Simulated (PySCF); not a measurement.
**TPSSh/def2-TZVP run of CH5ClGe (SMILES [CH3][GeH2][Cl])**

Aim: the vertical ionisation energy of CH5ClGe at TPSSh/def2-TZVP, from 2 runs. The job is set up through a Python script.

The calculation is run with PySCF 2.14.0.

### Step 1. The structure to begin with

The species is CH5ClGe (8 atoms), meant as a singlet with charge 0. SMILES: `[CH3][GeH2][Cl]`. Geometry: relaxed at PBE0-D4/def2-TZVP.

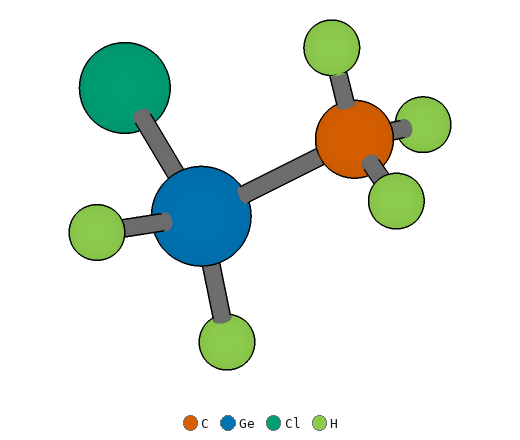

Viewed from a chosen angle; carbon orange, germanium blue, chlorine teal, hydrogen green.

### Step 2. The energy at TPSSh/def2-TZVP

The input, input.xyz:

```xyz
8
CH5ClGe
C     -0.555000     0.817400    -0.373800
Ge     0.403000    -0.782100     0.161800
Cl     1.611700    -0.270600     1.883000
H      0.153800     1.604500    -0.630700
H     -1.187600     1.161200     0.444500
H     -1.180600     0.603500    -1.242400
H      1.379600    -1.278900    -0.914600
H     -0.532600    -1.912100     0.616400
```

The input, input.py:

```python
from pyscf import gto, dft

mol = gto.Mole()
mol.atom = 'input.xyz'
mol.verbose = 4
mol.max_memory = 1860
mol.basis = 'def2-tzvp'
mol.build()

myscf = dft.RKS(mol, xc='tpssh')
myscf.conv_tol = 1e-10
myscf.grids.level = 4
myscf.kernel()
if not myscf.converged:
    myscf = myscf.newton().run(myscf.mo_coeff, myscf.mo_occ)

e_tot = myscf.e_tot
print('E = %.10f Eh' % e_tot)
```

Started as:

```sh
$ OMP_NUM_THREADS=1 python input.py
```

Log:

```text
PySCF version 2.14.0

[INPUT] num. atoms = 8
[INPUT] num. electrons = 60
[INPUT] charge = 0
[INPUT] spin (= nelec alpha-beta = 2S) = 0
[INPUT] symmetry False subgroup None
[INPUT] Mole.unit = angstrom
[INPUT] Symbol           X                Y                Z      unit          X                Y                Z       unit  Magmom
[INPUT]  1 C     -0.555000000000   0.817400000000  -0.373800000000 AA   -1.048797999134   1.544662134219  -0.706379625362 Bohr   0.0
[INPUT]  2 Ge     0.403000000000  -0.782100000000   0.161800000000 AA    0.761559628200  -1.477954802022   0.305757686955 Bohr   0.0
[INPUT]  3 Cl     1.611700000000  -0.270600000000   1.883000000000 AA    3.045671594962  -0.511359889307   3.558354292556 Bohr   0.0
[INPUT]  4 H      0.153800000000   1.604500000000  -0.630700000000 AA    0.290639877958   3.032065566865  -1.191850266763 Bohr   0.0
[INPUT]  5 H     -1.187600000000   1.161200000000   0.444500000000 AA   -2.244238745533   2.194349975845   0.839983262369 Bohr   0.0
[INPUT]  6 H     -1.180600000000   0.603500000000  -1.242400000000 AA   -2.231010662662   1.140449716175  -2.347795737160 Bohr   0.0
[INPUT]  7 H      1.379600000000  -1.278900000000  -0.914600000000 AA    2.607066161450  -2.416770740706  -1.728343513527 Bohr   0.0
[INPUT]  8 H     -0.532600000000  -1.912100000000   0.616400000000 AA   -1.006468133943  -3.613345322781   1.164827183182 Bohr   0.0

nuclear repulsion = 270.121469735037
number of shells = 60
number of NR pGTOs = 249
number of NR cGTOs = 146
basis = def2-tzvp
ecp = {}

******** <class 'pyscf.dft.rks.RKS'> ********
method = RKS
initial guess = minao
damping factor = 0
level_shift factor = 0
DIIS = <class 'pyscf.scf.diis.CDIIS'>
diis_start_cycle = 1
diis_space = 8
diis_damp = 0
SCF conv_tol = 1e-10
SCF conv_tol_grad = None
SCF max_cycles = 50
direct_scf = True
direct_scf_tol = 1e-13
XC library pyscf.dft.libxc version 7.0.0
    S. Lehtola, C. Steigemann, M. J.T. Oliveira, and M. A.L. Marques.,  SoftwareX 7, 1–5 (2018)
XC functionals = tpssh
radial grids:
    Treutler-Ahlrichs [JCP 102, 346 (1995); DOI:10.1063/1.469408] (M4) radial grids

becke partition: Becke, JCP 88, 2547 (1988); DOI:10.1063/1.454033
pruning grids: <function nwchem_prune>
grids dens level: 4
symmetrized grids: False
atomic radii adjust function: <function treutler_atomic_radii_adjust>
small_rho_cutoff = 0
Set gradient conv threshold to 1e-05
Initial guess from minao.
tot grids = 166024
init E= -2577.72791543383
  HOMO = -0.330122058146827  LUMO = -0.0408331386374563  gap/eV = 7.87195
cycle= 1 E= -2578.29334930729  delta_E= -0.565  |g|= 0.888  |ddm|= 2.07
  HOMO = -0.23833847789112  LUMO = -0.017564345517294  gap/eV = 6.00757
cycle= 2 E= -2578.20777343557  delta_E= 0.0856  |g|=  1.2  |ddm|=  1.1
  HOMO = -0.284191913905409  LUMO = -0.00351009838372107  gap/eV = 7.63774
cycle= 3 E= -2578.38060301531  delta_E= -0.173  |g|= 0.0547  |ddm|= 0.691
  HOMO = -0.285867859107841  LUMO = -0.0103992485892022  gap/eV = 7.49588
cycle= 4 E= -2578.38119817803  delta_E= -0.000595  |g|= 0.0292  |ddm|= 0.0691
  HOMO = -0.286636184099959  LUMO = -0.0088264671856173  gap/eV = 7.55959
cycle= 5 E= -2578.38144258649  delta_E= -0.000244  |g|= 0.00536  |ddm|= 0.0274
  HOMO = -0.286283789311517  LUMO = -0.00850459927204739  gap/eV = 7.55876
cycle= 6 E= -2578.38144985625  delta_E= -7.27e-06  |g|= 0.00236  |ddm|= 0.00643
  HOMO = -0.28628128942892  LUMO = -0.00851750974212351  gap/eV = 7.55834
cycle= 7 E= -2578.38145117444  delta_E= -1.32e-06  |g|= 0.000292  |ddm|= 0.00164
  HOMO = -0.286313541996511  LUMO = -0.00855423067600114  gap/eV = 7.55822
cycle= 8 E= -2578.38145119355  delta_E= -1.91e-08  |g|= 7.33e-05  |ddm|= 0.000273
  HOMO = -0.286303743786679  LUMO = -0.00854896784019843  gap/eV = 7.55809
cycle= 9 E= -2578.38145119447  delta_E= -9.14e-10  |g|= 2.01e-05  |ddm|= 7.39e-05
  HOMO = -0.286306529648814  LUMO = -0.00854959221002005  gap/eV = 7.55815
cycle= 10 E= -2578.38145119457  delta_E= -1e-10  |g|= 3.02e-06  |ddm|= 2.07e-05
  HOMO = -0.286306267476483  LUMO = -0.00854954158334564  gap/eV = 7.55815
cycle= 11 E= -2578.38145119457  delta_E= -3.64e-12  |g|= 1.02e-06  |ddm|= 3.29e-06
  HOMO = -0.286306282062439  LUMO = -0.00854956280427288  gap/eV = 7.55815
Extra cycle  E= -2578.38145119458  delta_E= -6.37e-12  |g|= 1.22e-06  |ddm|= 1.29e-06
converged SCF energy = -2578.38145119458
E = -2578.3814511946 Eh
```

Run time: 66 s. Hardware: 1 thread of Arm Neoverse V1, shared host; peak memory 1 GiB.

### Step 3. The doublet cation

The input, job.py:

```python
from pyscf import gto, dft

system = gto.M(
    atom=[
    ('C', (-0.555000, 0.817400, -0.373800)),
    ('Ge', (0.403000, -0.782100, 0.161800)),
    ('Cl', (1.611700, -0.270600, 1.883000)),
    ('H', (0.153800, 1.604500, -0.630700)),
    ('H', (-1.187600, 1.161200, 0.444500)),
    ('H', (-1.180600, 0.603500, -1.242400)),
    ('H', (1.379600, -1.278900, -0.914600)),
    ('H', (-0.532600, -1.912100, 0.616400)),
],
    spin=1,
    charge=1,
    verbose=3,
    basis='def2-tzvp',
    max_memory=1860,
)

mf = dft.UKS(system, xc='tpssh')
mf.conv_tol = 1e-10
mf.grids.level = 4
mf.kernel()
if not mf.converged:
    mf = mf.newton().run(mf.mo_coeff, mf.mo_occ)

energy = mf.e_tot
print(f'total energy: {energy:.8f} hartree')
```

Started as:

```sh
$ OMP_NUM_THREADS=1 python job.py
```

Log:

```text
WARN: HOMO -0.330122058146826 >= LUMO -0.330122058146827

WARN: HOMO -0.500752087894075 >= LUMO -0.499765019661566

converged SCF energy = -2577.99538871915  <S^2> = 0.75574771  2S+1 = 2.0057395
total energy: -2577.99538872 hartree
```

It took 4.7 min on 1 thread of Arm Neoverse V1, shared host; peak memory 1 GiB.

### Step 4. What came out

Level: TPSSh/def2-TZVP.

```
                                          quantity           value
                     singlet CH5ClGe: total energy  -2578.38145 Eh
                    singlet CH5ClGe: dipole moment          2.44 D
                      singlet CH5ClGe: HOMO energy        -7.79 eV
                      singlet CH5ClGe: LUMO energy        -0.23 eV
                    singlet CH5ClGe: HOMO–LUMO gap         7.56 eV
                      doublet cation: total energy  -2577.99539 Eh
doublet cation: HOMO energy (highest over α and β)       -14.19 eV
 doublet cation: LUMO energy (lowest over α and β)       -13.16 eV
                              doublet cation: ⟨S²⟩           0.756
vertical ionisation energy (to the doublet cation)       10.505 eV
```

**Reading.** Removing an electron at fixed nuclei costs 10.51 eV (242 kcal/mol). The negative HOMO energy of the first species, 7.79 eV, lies 2.71 eV below that difference. Mulliken charges (doublet cation) run from -0.38 on C1 to +0.35 on Ge2; they depend strongly on the basis.
